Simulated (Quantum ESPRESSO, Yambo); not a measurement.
**AlN (P6_3mc): G0W0 in Yambo against the bands**

Aim: move the bands of a G0W0 run on AlN (P6_3mc) over a wide range.

Method: PBE and many-body steps on it, plane waves, in Yambo 5.3.0.

The database entry behind the starting cell differs from later determinations by our own check (inner coordinate u about 0.002 short), so it need not match the best structure at ambient conditions.

### Step 1. The structure

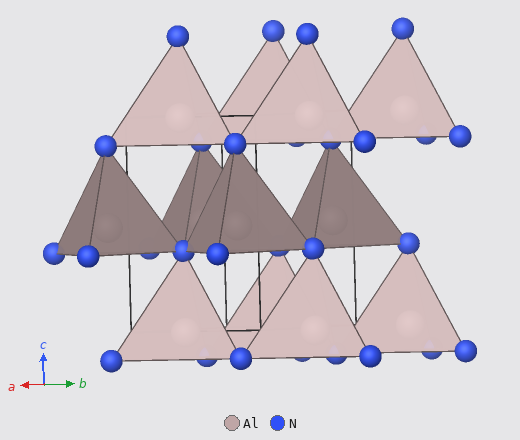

The cell as given, from a free direction (aluminium light grey, nitrogen blue). 2×2×1 cells are drawn. Some periodic images of atoms are drawn too.

Coordinates:

```cif
data_structure
_symmetry_space_group_name_H-M 'P6_3mc'
_symmetry_Int_Tables_number 186
_cell_length_a 3.1130
_cell_length_b 3.1130
_cell_length_c 4.9810
_cell_angle_alpha 90.000
_cell_angle_beta 90.000
_cell_angle_gamma 120.000
_cell_volume 41.80
loop_
_atom_site_label
_atom_site_type_symbol
_atom_site_symmetry_multiplicity
_atom_site_Wyckoff_symbol
_atom_site_fract_x
_atom_site_fract_y
_atom_site_fract_z
_atom_site_occupancy
Al1 Al 2 b 0.33333 0.66667 0.00000 1
N1 N 2 b 0.33333 0.66667 0.38000 1
```

The cell and positions come from the Crystallography Open Database and are kept as given unless a step says otherwise.

### Step 2. 36 bands

This step: Yambo 5.3.0; G0W0 on PBE, plane waves, norm-conserving pseudopotentials.

Now the one-shot GW correction: screening in the RPA, then the self-energy of the levels asked for.

gw1.in

```
HF_and_locXC
gw0
dyson
ppa
em1d
rim_cut
RandQpts= 1000000
RandGvec= 1 RL
EXXRLvcs= 72 Ry
VXCRLvcs= 288 Ry
Chimod= "HARTREE"
% BndsRnXp
 1 | 36 |
%
NGsBlkXp= 15.5 Ry
% LongDrXp
 1 | 1 | 1 |
%
% GbndRnge
 1 | 36 |
%
DysSolver= "n"
ExtendOut
PPAPntXp= 27.21138 eV
% QPkrange
 1 | 1 | 7 | 10 |
%
```

On the command line:

```bash
> OMP_NUM_THREADS=1 mpirun -n 4 yambo -F gw1.in -J gw1 -C gw1 > gw1.log
```

The log of the run:

```text
 Yambo, version 5.3.0

 [02] CORE Variables Setup
 =========================

  [... cell, symmetries and grids as in the set-up ...]

  [02.05] Energies & Occupations
  ==============================

  [X] === General ===
  [X] Electronic Temperature                        :  0.000000  0.000000 [eV K]
  [X] Bosonic    Temperature                        :  0.000000  0.000000 [eV K]
  [X] Finite Temperature mode                       : no
  [X] El. density                                   :  0.38275E+24 [cm-3]
  [X] Fermi Level                                   :  7.106664 [eV]

  [X] === Gaps and Widths ===
  [X] Conduction Band Min                           :  4.220509 [eV]
  [X] Valence Band Max                              :  0.000000 [eV]
  [X] Filled Bands                                  :   8
  [X] Empty Bands                                   :     9   501
  [X] Direct Gap                                    :  4.220509 [eV]
  [X] Direct Gap localized at k                     :  1
  [X] Indirect Gap                                  :  4.220509 [eV]
  [X] Indirect Gap between kpts                     :  1  1
  [X] Last valence band width                       :  2.371270 [eV]
  [X] 1st conduction band width                     :  3.218767 [eV]

 [03] Transferred momenta grid and indexing
 ==========================================

 IBZ Q-points                                      :  10
 BZ  Q-points                                      :   36

 K/Q-points units:
 rlu = crystal or reduced units; cc = cartesian coordinates; iku = interal k-units

 Q [ 1]         [rlu]:  0.000000  0.000000  0.000000
 Q [ 2]         [rlu]:  0.000000  0.000000  0.250000
 Q [ 3]         [rlu]:  0.000000  0.000000 -0.500000
 Q [ 4]         [rlu]: -0.40821E-19  0.33333       0.0000
 Q [ 5]         [rlu]: -0.40821E-19  0.33333      0.25000
 Q [ 6]         [rlu]: -0.40821E-19  0.33333     -0.50000
 Q [ 7]         [rlu]:  0.333333  0.333333  0.000000
 Q [ 8]         [rlu]:  0.333333  0.333333  0.250000
 Q [ 9]         [rlu]:  0.333333  0.333333 -0.500000
 Q [10]         [rlu]:  0.40821E-19 -0.33333      0.25000

 [04] Coloumb potential Random Integration (RIM)
 ===============================================

  [04.01] RIM initialization
  ==========================

  * Diagonal components only detected *

  8 x (sBL volume)        :  0.195400 [a.u.]
  sBZ random points       :  1000000
  Points outside the sBZ  :   7994252
  RL volume               :  0.879301 [a.u.]
  Integrated volume       :  0.879933 [a.u.]

  [04.02] RIM integrals
  =====================

  Gamma point sphere radius             :  0.105259 [a.u.]
  Points outside the sphere             :   811608
  [Int_sBZ(q=0) 1/q^2]*(Vol_sBZ)^(-1/3) =:  7.236165
                                 should be <:  7.795600

  Summary of Coulomb integrals for non-metallic bands |Q|[au] RIM/Bare

  Q [1] 0.100000E-4 0.928237 * Q [2] 0.166880 0.646012
  Q [3] 0.333760 0.872534 * Q [4] 0.411102 1.143679
  Q [10] 0.443682 1.087027 * Q [5] 0.443682 1.086663
  Q [6] 0.529529 1.022105 * Q [7] 0.712050 1.044470
  Q [8] 0.731344 1.037865 * Q [9] 0.786391 1.024498

 [05] Dipoles
 ============

  [05.01] Setup: observables and procedures
  =========================================

  [WARNING] [x,Vnl] slows the Dipoles computation. To neglect it rename the ns.kb_pp file

 [06] Dynamic Dielectric Matrix (PPA)
 ====================================

 [WR./gw1//ndb.pp]---------------------------------------------------------------
  Brillouin Zone Q/K grids (IBZ/BZ)                :   10   36   10   36
  RL vectors                                       :   3777 [WF]
  Coulomb cutoff potential                         : none
  Electronic Temperature                           :  0.000000 [K]
  Bosonic    Temperature                           :  0.000000 [K]
  PPA    diel. fun.  energies                      : Perdew, Burke & Ernzerhof(X)+Perdew, Burke & Ernzerhof(C)
  wavefunctions                                    : Perdew, Burke & Ernzerhof(X)+Perdew, Burke & Ernzerhof(C)
  Global Gauge                                     : length
  X matrix size                                    :  313
  X band range                                     :    1   36
  X e/h energy range                               : -1.000000 -1.000000 [eV]
  X Time ordering                                  : R
  X Hxc Kernel                                     : HARTREE
  X Drude frequency                                :  0.000000  0.000000
  X poles                                          :  100.0000 [o/o]
  RL vectors in the sum                            :   3777
  [r,Vnl] included                                 : yes
  Field direction                                  :  0.577350E-5  0.577350E-5  0.577350E-5
  BZ energy Double Grid                            : no
  BZ energy DbGd points                            : 0
  BZ Q point size factor                           : -1.000000
  X Optical Averaged directions                    : none

 [07] Local Exchange-Correlation + Non-Local Fock
 ================================================

 [VXC] Plane waves :  23187
 [EXS] Plane waves :  2875

 QP @ state[ 1 ] K range:  1  1
 QP @ state[ 1 ] b range:   7  10

 [xc] Functional : Perdew, Burke & Ernzerhof(X)+Perdew, Burke & Ernzerhof(C)
 [xc] LIBXC used to calculate xc functional
  PP Number of Atomic Species                      :  2
  NLCC RL compoments                               :  23187
  PP Number of Atomic Species                      :  2
  NLCC RL compoments                               :  23187

 [xc] E_xc :  -6.931593 [Ha]
      E_xc :  -13.86319 [Ry]

  Local XC kind (lXC) : Perdew, Burke & Ernzerhof(X)+Perdew, Burke & Ernzerhof(C)
  Non-Local XC kind (nlXC) : Hartree-Fock

  Corrections @ K [1] :  [eV]
 <7|nlXC|7> = -21.12496 -0.14039E-16 <7|lXC|7> = -16.99289  0.37763E-15
 <8|nlXC|8> = -20.86447 -0.20802E-16 <8|lXC|8> = -17.08523  0.18882E-15
 <9|nlXC|9> = -7.867130 -0.16316E-17 <9|lXC|9> = -12.50474 -0.56645E-15
 <10|nlXC|10> = -5.604894  0.83243E-18 <10|lXC|10> = -10.79204  0.18882E-15

 [08] Dyson equation: Newton solver
 ==================================

  [08.01] G0W0 (W PPA)
  ====================

  [  GW  ] Bands range     :    1   36
  [GW/PPA] G damping       :  0.100000 [eV]

  QP @ state[ 1 ] K range:  1  1
  QP @ state[ 1 ] b range:   7  10

   Sc/G bands                                       :    1   36
   Sc/G damping                                     :  0.100000 ev
   Sc bands terminator                              : no
   Sx RL components                                 :  2875

   QP @ state[ 1 ] K range                          :  1  1
   QP @ state[ 1 ] b range                          :   7  10
   GF energies kind                                 : Perdew, Burke & Ernzerhof(X)+Perdew, Burke & Ernzerhof(C)
   GF WF`s kind                                     : Perdew, Burke & Ernzerhof(X)+Perdew, Burke & Ernzerhof(C)
   Xs energies kind                                 : Perdew, Burke & Ernzerhof(X)+Perdew, Burke & Ernzerhof(C)
   Xs WF`s kind                                     : Perdew, Burke & Ernzerhof(X)+Perdew, Burke & Ernzerhof(C)

 [11] Game Over & Game summary
```

The job ended after 15 s (4 MPI ranks of Arm Neoverse V1, shared host; peak memory 1.2 GiB).

This step gave:

* G0W0 gap on the points computed: 5.435 eV
* starting gap on the mesh: 4.221 eV
* k of the valence top: 0, 0, 0
* k of the conduction bottom: 0, 0, 0
* least direct G0W0 gap on the computed points: 5.435 eV
* Z at the valence top: 0.7971
* Z at the conduction bottom: 0.8217

The gap on the mesh goes from 4.22 eV to 5.43 eV, a correction of +1.21 eV.

### Step 3. 69 bands

gw2.in

```
HF_and_locXC
gw0
dyson
ppa
em1d
rim_cut
RandQpts= 1000000
RandGvec= 1 RL
EXXRLvcs= 72 Ry
VXCRLvcs= 288 Ry
Chimod= "HARTREE"
% BndsRnXp
 1 | 69 |
%
NGsBlkXp= 15.5 Ry
% LongDrXp
 1 | 1 | 1 |
%
% GbndRnge
 1 | 69 |
%
DysSolver= "n"
ExtendOut
PPAPntXp= 27.21138 eV
% QPkrange
 1 | 1 | 7 | 10 |
%
```

On the command line:

```bash
> OMP_NUM_THREADS=1 mpirun -n 4 yambo -F gw2.in -J gw2 -C gw2 > gw2.log
```

The log of the run:

```text
 Yambo, version 5.3.0

 [02] CORE Variables Setup
 =========================

  [... cell, symmetries and grids as in the set-up ...]

  [02.05] Energies & Occupations
  ==============================

  [X] === General ===
  [X] Electronic Temperature                        :  0.000000  0.000000 [eV K]
  [X] Bosonic    Temperature                        :  0.000000  0.000000 [eV K]
  [X] Finite Temperature mode                       : no
  [X] El. density                                   :  0.38275E+24 [cm-3]
  [X] Fermi Level                                   :  7.106664 [eV]

  [X] === Gaps and Widths ===
  [X] Conduction Band Min                           :  4.220509 [eV]
  [X] Valence Band Max                              :  0.000000 [eV]
  [X] Filled Bands                                  :   8
  [X] Empty Bands                                   :     9   501
  [X] Direct Gap                                    :  4.220509 [eV]
  [X] Direct Gap localized at k                     :  1
  [X] Indirect Gap                                  :  4.220509 [eV]
  [X] Indirect Gap between kpts                     :  1  1
  [X] Last valence band width                       :  2.371270 [eV]
  [X] 1st conduction band width                     :  3.218767 [eV]

 [03] Transferred momenta grid and indexing
 ==========================================

 IBZ Q-points                                      :  10
 BZ  Q-points                                      :   36

 K/Q-points units:
 rlu = crystal or reduced units; cc = cartesian coordinates; iku = interal k-units

 Q [ 1]         [rlu]:  0.000000  0.000000  0.000000
 Q [ 2]         [rlu]:  0.000000  0.000000  0.250000
 Q [ 3]         [rlu]:  0.000000  0.000000 -0.500000
[...]
================================================

 [VXC] Plane waves :  23187
 [EXS] Plane waves :  2875

 QP @ state[ 1 ] K range:  1  1
 QP @ state[ 1 ] b range:   7  10

 [xc] Functional : Perdew, Burke & Ernzerhof(X)+Perdew, Burke & Ernzerhof(C)
 [xc] LIBXC used to calculate xc functional
  PP Number of Atomic Species                      :  2
  NLCC RL compoments                               :  23187
  PP Number of Atomic Species                      :  2
  NLCC RL compoments                               :  23187

 [xc] E_xc :  -6.931593 [Ha]
      E_xc :  -13.86319 [Ry]

  Local XC kind (lXC) : Perdew, Burke & Ernzerhof(X)+Perdew, Burke & Ernzerhof(C)
  Non-Local XC kind (nlXC) : Hartree-Fock

  Corrections @ K [1] :  [eV]
 <7|nlXC|7> = -21.12496 -0.14039E-16 <7|lXC|7> = -16.99289  0.37763E-15
 <8|nlXC|8> = -20.86447 -0.20802E-16 <8|lXC|8> = -17.08523  0.18882E-15
 <9|nlXC|9> = -7.867130 -0.16316E-17 <9|lXC|9> = -12.50474 -0.56645E-15
 <10|nlXC|10> = -5.604894  0.83243E-18 <10|lXC|10> = -10.79204  0.18882E-15

 [08] Dyson equation: Newton solver
 ==================================

  [08.01] G0W0 (W PPA)
  ====================

  [  GW  ] Bands range     :    1   69
  [GW/PPA] G damping       :  0.100000 [eV]

  QP @ state[ 1 ] K range:  1  1
  QP @ state[ 1 ] b range:   7  10

   Sc/G bands                                       :    1   69
   Sc/G damping                                     :  0.100000 ev
   Sc bands terminator                              : no
   Sx RL components                                 :  2875

   QP @ state[ 1 ] K range                          :  1  1
   QP @ state[ 1 ] b range                          :   7  10
   GF energies kind                                 : Perdew, Burke & Ernzerhof(X)+Perdew, Burke & Ernzerhof(C)
   GF WF`s kind                                     : Perdew, Burke & Ernzerhof(X)+Perdew, Burke & Ernzerhof(C)
   Xs energies kind                                 : Perdew, Burke & Ernzerhof(X)+Perdew, Burke & Ernzerhof(C)
   Xs WF`s kind                                     : Perdew, Burke & Ernzerhof(X)+Perdew, Burke & Ernzerhof(C)

 [11] Game Over & Game summary
```

Run time: 28 s. Hardware: 4 MPI ranks; peak memory 1.2 GiB.

This step gave:

| Property | Result |
| --- | --- |
| G0W0 gap on the points computed | 5.474 eV |
| starting gap on the mesh | 4.221 eV |
| k of the valence top | 0, 0, 0 |
| k of the conduction bottom | 0, 0, 0 |
| least direct G0W0 gap on the computed points | 5.474 eV |
| Z at the valence top | 0.7951 |
| Z at the conduction bottom | 0.8202 |

Against the run before, the gap moves by +0.040 eV.

### Step 4. 132 bands

gw3.in

```
HF_and_locXC
gw0
dyson
ppa
em1d
rim_cut
RandQpts= 1000000
RandGvec= 1 RL
EXXRLvcs= 72 Ry
VXCRLvcs= 288 Ry
Chimod= "HARTREE"
% BndsRnXp
 1 | 132 |
%
NGsBlkXp= 15.5 Ry
% LongDrXp
 1 | 1 | 1 |
%
% GbndRnge
 1 | 132 |
%
DysSolver= "n"
ExtendOut
PPAPntXp= 27.21138 eV
% QPkrange
 1 | 1 | 7 | 10 |
%
```

On the command line:

```bash
> OMP_NUM_THREADS=1 mpirun -n 4 yambo -F gw3.in -J gw3 -C gw3 > gw3.log
```

The log of the run:

```text
 Yambo, version 5.3.0

 [02] CORE Variables Setup
 =========================

  [... cell, symmetries and grids as in the set-up ...]

  [02.05] Energies & Occupations
  ==============================

  [X] === General ===
  [X] Electronic Temperature                        :  0.000000  0.000000 [eV K]
  [X] Bosonic    Temperature                        :  0.000000  0.000000 [eV K]
  [X] Finite Temperature mode                       : no
  [X] El. density                                   :  0.38275E+24 [cm-3]
[...]
Sx RL components                                 :  2875

   QP @ state[ 1 ] K range                          :  1  1
   QP @ state[ 1 ] b range                          :   7  10
   GF energies kind                                 : Perdew, Burke & Ernzerhof(X)+Perdew, Burke & Ernzerhof(C)
   GF WF`s kind                                     : Perdew, Burke & Ernzerhof(X)+Perdew, Burke & Ernzerhof(C)
   Xs energies kind                                 : Perdew, Burke & Ernzerhof(X)+Perdew, Burke & Ernzerhof(C)
   Xs WF`s kind                                     : Perdew, Burke & Ernzerhof(X)+Perdew, Burke & Ernzerhof(C)

 [11] Game Over & Game summary
```

Run time: 52 s. Hardware: 4 MPI ranks; peak memory 1.4 GiB.

This step gave:

- G0W0 gap on the points computed: 5.558 eV
- starting gap on the mesh: 4.221 eV
- k of the valence top: 0, 0, 0
- k of the conduction bottom: 0, 0, 0
- least direct G0W0 gap on the computed points: 5.558 eV

Against the run before, the gap moves by +0.083 eV.

(Continued in part 2 of 2.)

[Paths, hosts, dates, memory and timing lines, banners, echoed tables and standing remarks are left out of the program output.]

[Logs are printed without paths, hosts, clocks, repeated set-up lines and the standing remarks that a program may print on its own settings, such as how far it seeks lower states.]

[Runs of the session that timed out or met a known fault of the program may be left out.]

[Hosts, paths, dates, database ids (printed as entryN), source tags and the programs' standing remarks are cut or masked in the printed files.]
